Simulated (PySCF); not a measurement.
## C5H7F3O: a changed input and its effect

System: C5H7F3O, SMILES FC[C@@]1(F)C[C@@H](F)CO1.
Method of run 1: TDDFT OLYP/cc-pVDZ, vertical, gas phase, core orbitals frozen in the response (PySCF 2.14.0).

The geometry comes from this level: GFN2-xTB. Text and figures count atoms from 1; the logs count them from 0 in places.

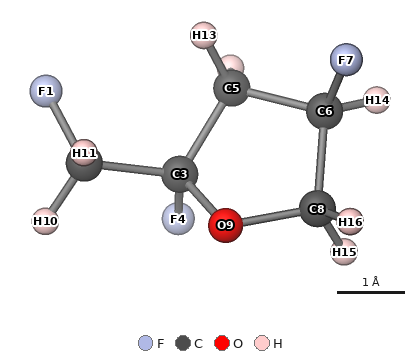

**Figure 1.** The structure as given in the input (ball-and-stick view, seen at a tilt; atoms are numbered from 1 in the order of the input). Bond lengths as drawn: C–C 1.53 to 1.54 Å, C–F 1.37 to 1.40 Å, C–H 1.09 to 1.10 Å and C–O 1.38 to 1.42 Å.

Input file, run 1:
```
{"job": {"kind": "uv", "xc": "OLYP", "basis": "cc-pVDZ", "nstates": 3, "ntriplets": 0, "tda": false, "scf": {"guess": "vsap"}}, "charge": 0, "multiplicity": 1}
F      2.495839     1.126307    -0.775116
C      2.011242    -0.144788    -0.647712
C      0.754509    -0.160973     0.222147
F      1.153875    -0.175453     1.563125
C     -0.196527     1.030552     0.031089
C     -1.587737     0.399632     0.134890
F     -2.271944     0.557182    -1.050202
C     -1.305215    -1.088427     0.388437
O      0.036323    -1.309141    -0.025232
H      2.792199    -0.758825    -0.192109
H      1.761498    -0.511762    -1.646723
H     -0.012328     1.786785     0.790618
H     -0.060028     1.471937    -0.955490
H     -2.220250     0.846670     0.906076
H     -1.412645    -1.323671     1.452623
H     -1.946410    -1.737081    -0.207832
```

The first line tells a small driver script what to run in PySCF; the rest is the geometry in Å.

Command:
```bash
OMP_NUM_THREADS=1 python <driver script> task.json out
```

Hardware: 1 CPU thread, shared host.

Output (run 1):
```
final grid: 139664 points
cycle   1  E = -562.3111256696  dE =  5.503e+00  |g| = 4.878e+00  |ddm| = 2.269e+01
cycle   2  E = -516.4688702754  dE =  4.584e+01  |g| = 1.319e+01  |ddm| = 3.147e+01
cycle   3  E = -567.2270068539  dE = -5.076e+01  |g| = 3.137e+00  |ddm| = 2.137e+01
cycle   4  E = -568.6651675866  dE = -1.438e+00  |g| = 1.976e+00  |ddm| = 6.286e+00
cycle   5  E = -569.2736663017  dE = -6.085e-01  |g| = 5.418e-01  |ddm| = 2.371e+00
cycle   6  E = -569.3142715718  dE = -4.061e-02  |g| = 2.966e-01  |ddm| = 1.035e+00
cycle   7  E = -569.3306031810  dE = -1.633e-02  |g| = 7.581e-02  |ddm| = 4.441e-01
cycle   8  E = -569.3316868916  dE = -1.084e-03  |g| = 2.263e-02  |ddm| = 1.333e-01
cycle   9  E = -569.3317906988  dE = -1.038e-04  |g| = 6.876e-03  |ddm| = 3.814e-02
cycle  10  E = -569.3317977463  dE = -7.048e-06  |g| = 2.755e-03  |ddm| = 1.186e-02
cycle  11  E = -569.3317992117  dE = -1.465e-06  |g| = 3.067e-04  |ddm| = 4.126e-03
cycle  12  E = -569.3317992319  dE = -2.027e-08  |g| = 1.180e-04  |ddm| = 6.406e-04
cycle  13  E = -569.3317992347  dE = -2.757e-09  |g| = 5.224e-05  |ddm| = 2.619e-04
cycle  14  E = -569.3317992352  dE = -5.375e-10  |g| = 2.014e-05  |ddm| = 9.503e-05
converged SCF energy = -569.3317992352

Static polarisability (au): isotropic 55.737, principal 50.484 53.073 63.654

Singlet excitations
state   eV       nm        f      main configurations
  1   7.6187    162.7   0.01690   H->L 0.94
  2   7.8051    158.9   0.00053   H->L+1 0.93
  3   8.1117    152.8   0.00079   H->L+2 0.95
```

The input of run 2 differs as follows (lines with − go, lines with + come):
```diff
-"xc": "OLYP"
-"basis": "cc-pVDZ"
-"nstates": 3
-"ntriplets": 0
+"xc": "PBE"
+"basis": "def2-SVPD"
+"nstates": 12
+"ntriplets": 2
-"scf": {"guess": "vsap"}
+"scf": {"guess": "sap"}
```

Predict how the results change.

The total energies belong to different models, so their difference says nothing on which is more stable or more accurate. The HOMO goes from −6.57 to −7.13 eV. The LUMO goes from 0.92 to −0.10 eV. The dipole moment goes from 1.04 to 1.20 D. The lowest excitation goes from 7.62 to 7.06 eV. The strongest computed line goes from 7.62 to 8.07 eV. The functional changes from OLYP to PBE. The SCF takes 20 iterations against 14. The basis functions go from 161 to 248.

Output (run 2):
```
final grid: 139664 points
cycle   1  E = -525.3777517384  dE =  3.820e+01  |g| = 9.088e+00  |ddm| = 5.390e+02
cycle   2  E = -412.5974843961  dE =  1.128e+02  |g| = 1.932e+01  |ddm| = 5.473e+02
cycle   3  E = -520.3382889953  dE = -1.077e+02  |g| = 1.240e+01  |ddm| = 2.875e+02
cycle   4  E = -543.3931645157  dE = -2.305e+01  |g| = 8.402e+00  |ddm| = 2.042e+01
cycle   5  E = -538.8783109114  dE =  4.515e+00  |g| = 8.723e+00  |ddm| = 2.571e+01
cycle   6  E = -562.9315196278  dE = -2.405e+01  |g| = 4.250e+00  |ddm| = 2.364e+01
cycle   7  E = -557.1066511828  dE =  5.825e+00  |g| = 5.547e+00  |ddm| = 1.503e+01
cycle   8  E = -568.0125094096  dE = -1.091e+01  |g| = 1.557e+00  |ddm| = 1.155e+01
cycle   9  E = -568.0828609900  dE = -7.035e-02  |g| = 1.463e+00  |ddm| = 3.650e+00
cycle  10  E = -568.4760770015  dE = -3.932e-01  |g| = 2.870e-01  |ddm| = 1.933e+00
cycle  11  E = -568.4858625023  dE = -9.786e-03  |g| = 1.847e-01  |ddm| = 6.151e-01
cycle  12  E = -568.4920544915  dE = -6.192e-03  |g| = 5.618e-02  |ddm| = 2.628e-01
cycle  13  E = -568.4926156112  dE = -5.611e-04  |g| = 1.057e-02  |ddm| = 7.148e-02
cycle  14  E = -568.4926377617  dE = -2.215e-05  |g| = 3.316e-03  |ddm| = 2.217e-02
cycle  15  E = -568.4926395631  dE = -1.801e-06  |g| = 1.702e-03  |ddm| = 7.405e-03
cycle  16  E = -568.4926399467  dE = -3.836e-07  |g| = 9.319e-04  |ddm| = 3.104e-03
cycle  17  E = -568.4926401312  dE = -1.846e-07  |g| = 1.439e-04  |ddm| = 1.423e-03
cycle  18  E = -568.4926401331  dE = -1.893e-09  |g| = 1.159e-04  |ddm| = 3.304e-04
cycle  19  E = -568.4926401357  dE = -2.599e-09  |g| = 9.922e-06  |ddm| = 1.489e-04
cycle  20  E = -568.4926401358  dE = -2.024e-11  |g| = 3.100e-06  |ddm| = 2.191e-05
converged SCF energy = -568.4926401358

Static polarisability (au): isotropic 66.019, principal 60.184 63.744 74.128

Singlet excitations
state   eV       nm        f      main configurations
  1   7.0643    175.5   0.01102   H->L 0.99
  2   7.3995    167.6   0.00521   H->L+1 0.95
  3   7.5475    164.3   0.00222   H->L+2 0.95
  4   7.7487    160.0   0.00563   H-1->L 0.99
  5   8.0097    154.8   0.00899   H->L+3 0.92
  6   8.0746    153.5   0.01275   H-1->L+1 0.95
  7   8.0937    153.2   0.00273   H-2->L 0.93
  8   8.0973    153.1   0.00562   H->L+4 0.90
  9   8.2197    150.8   0.00917   H-1->L+2 0.97
 10   8.2823    149.7   0.00387   H-3->L 0.51, H->L+5 0.47
 11   8.2895    149.6   0.01075   H->L+5 0.52, H-3->L 0.45
 12   8.4077    147.5   0.00871   H-4->L 0.77, H-2->L+1 0.21

Triplet excitations (Tamm-Dancoff, eV): 6.9708 7.2822
```

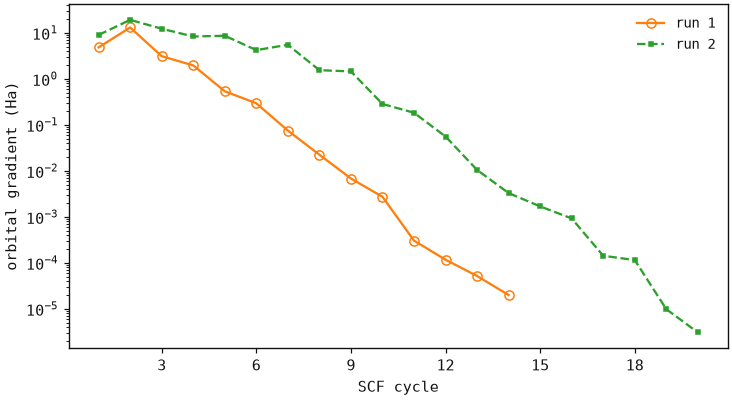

**Figure 2.** Convergence of the two runs: orbital gradient against the SCF cycle. Run 1 takes 14 cycles in all, and run 2 takes 20.

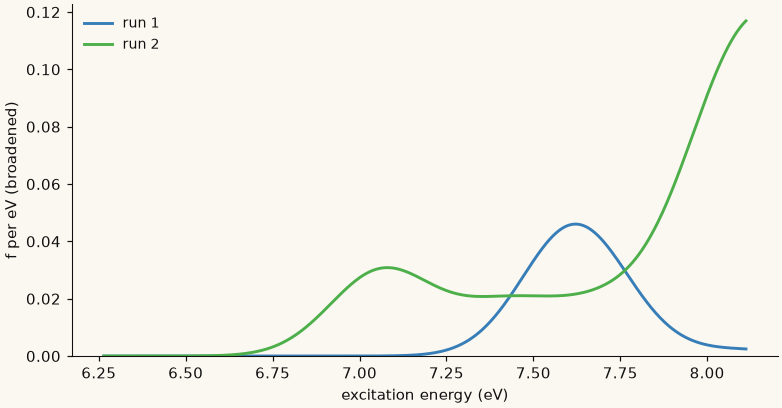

**Figure 3.** Absorption of the two runs from their computed states, each broadened by a Gaussian of 0.35 eV full width; the range ends where the shorter list of states ends.

The two runs side by side:

```csv
quantity,run 1,run 2
outcome,converged,converged
total energy (hartree),−569.331799,−568.492640
HOMO (eV),−6.57,−7.13
LUMO (eV),0.92,−0.10
dipole moment (D),1.04,1.20
lowest excitation (eV),7.62,7.06
SCF iterations,14,20
strongest computed line (eV),7.62,8.07
basis functions,161,248
wall time (shared host),1.7 min,4 min
```
